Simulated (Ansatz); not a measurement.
# Calculations on BSiH6

**1. Relaxation**

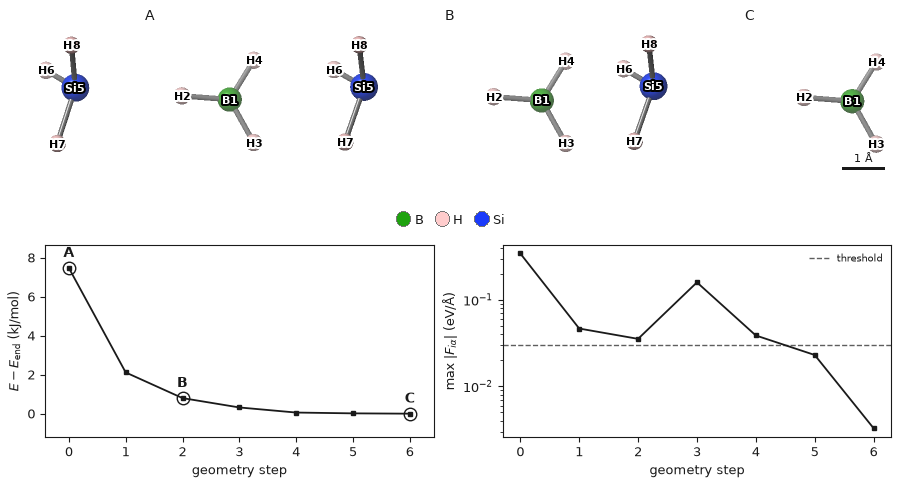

Frames of a relaxation of BSiH6 (multiplicity 2), marked on the history of the run. Style: ball-and-stick. Shown at a tilt.

The run prepares an end point of a later path (reaction) calculation, from a guessed geometry.

Method: Ansatz 0.2.0, UKS PBE0/def2-SVP. Set-up: collinear spin; force threshold 0.03 eV/Å; at most 50 steps.

### What happens along the run?

The largest move after the best rigid fit is that of H7, 0.58 Å. By element the largest moves are H 0.58 Å, B 0.56 Å, Si 0.55 Å. Some distances before and after: B1–H2 1.201 → 1.207 Å, Si5–H6 1.500 → 1.494 Å. The energy falls by 7.47 kJ/mol in 6 geometry steps. The largest force component goes from 0.34 to 0.0033 eV/Å. The run took 14 s on 1 thread of AMD EPYC 7R43 64-Core Processor (Zen 3), on a shared host, peak memory 0.15 GiB. From step 0 to 2: B and H atoms move most (0.31 Å), energy −6.67 kJ/mol. From step 2 to 6: B and H and Si atoms move most (0.27 Å), energy −0.80 kJ/mol.

```json
{"step": "0", "E − E(0), kJ/mol": "0.00", "largest force component, eV/Å": "0.3446"}
{"step": "1", "E − E(0), kJ/mol": "-5.35", "largest force component, eV/Å": "0.0467"}
{"step": "2", "E − E(0), kJ/mol": "-6.67", "largest force component, eV/Å": "0.0354"}
{"step": "3", "E − E(0), kJ/mol": "-7.15", "largest force component, eV/Å": "0.1597"}
{"step": "4", "E − E(0), kJ/mol": "-7.41", "largest force component, eV/Å": "0.0388"}
{"step": "5", "E − E(0), kJ/mol": "-7.45", "largest force component, eV/Å": "0.0231"}
{"step": "6", "E − E(0), kJ/mol": "-7.47", "largest force component, eV/Å": "0.0033"}
```

Limits of the set-up: the start holds two separate molecules, 2.7 Å apart at their closest, whose relative position is a soft coordinate and is computed without a dispersion correction.

**2. Relaxation**

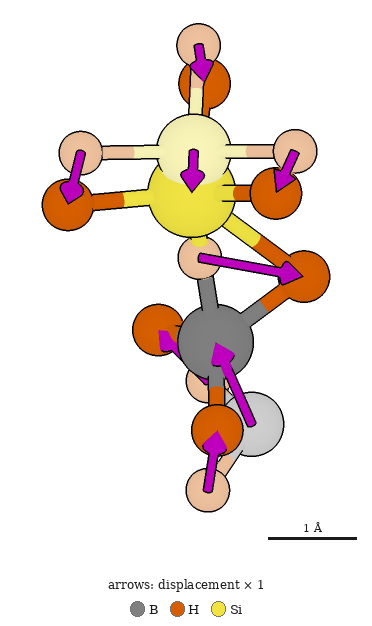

A relaxation of BSiH$_{6}$ (multiplicity 2). The starting structure is drawn faded, the final one solid; purple arrows show the displacements, at their true length. The two geometries are superimposed by the best rigid fit.

The picture is a ball-and-stick view, seen from a free direction.

The run prepares an end point of a later path (reaction) calculation, from a guessed geometry.

Computed with UKS PBE0/def2-SVP in Ansatz.

Input file:
```yaml
crystal:
  periodic: [false, false, false]
  atoms:
    - { symbol: B, position_ang: [0.002943, -0.365476, -0.541301] }
    - { symbol: H, position_ang: [-0.000729, 0.053642, 1.806478] }
    - { symbol: H, position_ang: [1.085169, 0.150002, -0.662247] }
    - { symbol: H, position_ang: [-1.08647, 0.135316, -0.660244] }
    - { symbol: Si, position_ang: [-0.000431, 0.014316, 3.280003] }
    - { symbol: H, position_ang: [-0.766011, -1.180415, 3.736928] }
    - { symbol: H, position_ang: [1.408712, -0.06626, 3.760561] }
    - { symbol: H, position_ang: [-0.643185, 1.258877, 3.792021] }
magnetization:
  spin_polarized: true
  initial_magnetization: 1
basis:
  gaussian: { orbitals: def2-SVP }
hamiltonian:
  xc: pbe0
relax:
  f_tol: 0.03
  max_steps: 50
output:
  orbitals: {}
```

Launched with:
```bash
ansatz run input.yaml --threads 1 --pin off --max-ram 2048MiB --backend cpu --events-out ev --progress --plain --runs-dir out
```

What did the optimiser do to the structure, and how much energy did it gain?

Answer. H2 moves most after the best rigid fit: 1.33 Å. Largest moves by element: H 1.33 Å, B 1.20 Å, Si 0.57 Å. Some distances before and after: B1–Si5 3.840 → 2.105 Å, B1–H2 2.385 → 1.257 Å, H2–Si5 1.474 → 1.940 Å, Si5–H8 1.491 → 1.502 Å. New bonds form, among them: B1–H2 (2.38 → 1.26 Å), B1–Si5 (3.84 → 2.11 Å). Bond angles that change, for instance: H3–B1–H4 128.6° → 124.6°. Over 17 accepted moves (18 points after the start) the energy falls by 36.4 kcal/mol. The largest force component goes from 0.58 to 0.025 eV/Å. The line search rejected the trial step at point 16 of the run.

Limits of the set-up: the start holds two separate molecules, 2.4 Å apart at their closest, whose relative position is a soft coordinate and is computed without a dispersion correction.

**3. Path**

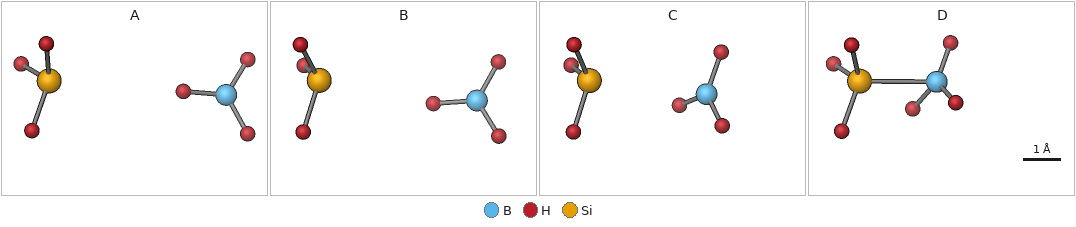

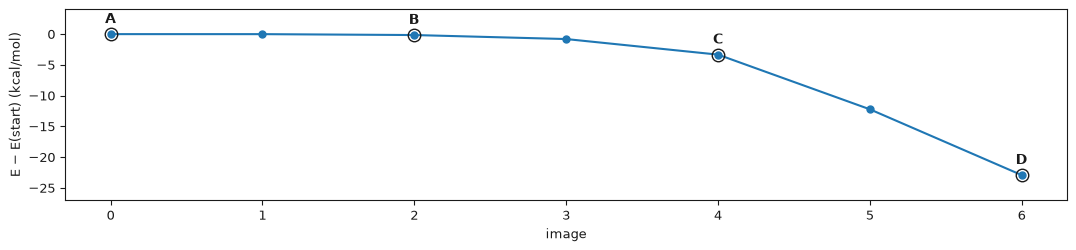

NEB run on BSiH$_{6}$ (multiplicity 2), made up at the start of BH$_{3}$ and SiH₃. Images are numbered from 0 (start) to 6 (end). Frames A to D are images 0, 2, 4, 6. The picture is a ball-and-stick view, seen at a tilt.

All numbers below come from Ansatz, UKS PBE0/def2-SVP. Run with 5 movable images; climbing image; force threshold 0.03 eV/Å; iteration limit 60; starting path through a guess of the saddle point.

Question: What happens along the path, and what is the barrier?

Answer: Forming: B–Si (4.98 → 2.11 Å). No barrier shows: the energy is highest at the start, and the end lies 22.9 kcal/mol below the start. The band converged in 17 iterations. The largest component of the band force went from 2.3 to 0.02 eV/Å.

Limits of the set-up: the start holds two separate molecules, 3.8 Å apart at their closest, whose relative position is a soft coordinate and is computed without a dispersion correction.

Cost: 3.2 min on 1 thread of AMD EPYC 7R43 64-Core Processor (Zen 3), with other jobs on the host, peak memory 0.15 GiB.
